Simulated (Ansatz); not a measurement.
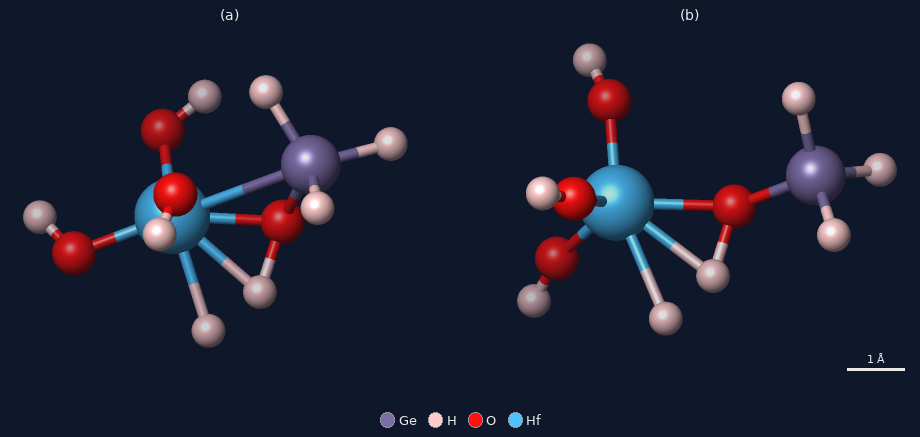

The structure of HfGeH8O4 before (left) and after (right) a constrained relaxation, at one scale.

The picture is a ball-and-stick view, seen at a tilt.

The reaction that was planned forms Ge1–O4, H2–H3 and breaks Ge1–H2, H3–O4 (atoms numbered from 1 in input order).

All numbers below come from RKS PBE0-D4/def2-SVP (Ansatz 0.2.0). Settings: held fixed: the distance between atoms 1 (Ge) and 4 (O), the distance between atoms 2 (H) and 3 (H), the distance between atoms 1 (Ge) and 2 (H), the distance between atoms 3 (H) and 4 (O), counting from 1; force threshold 0.04 eV/Å; at most 150 steps.

Summarise the run.

Answer. After 17 accepted moves (19 points after the start) the energy has fallen by 1.805 eV. Largest force component: 3 eV/Å at the start, 0.031 eV/Å at the end. The line search rejected the trial steps at points 9, 15 of the run. An H atom moves most after the best rigid fit: 1.86 Å. By element the largest moves are H 1.86 Å, O 1.10 Å, Ge 0.84 Å, Hf 0.42 Å. Near-neighbour distances that change, for instance: Ge–O 2.532 → 4.401 Å, H–Hf 3.053 → 4.029 Å, Ge–Hf 2.922 → 3.680 Å, H–Hf 2.136 → 2.290 Å. Bond angles that change, for instance: Hf–O–H 116.8° → 167.1°, Hf–O–H 113.0° → 158.4°, Hf–O–H 113.4° → 157.2°.
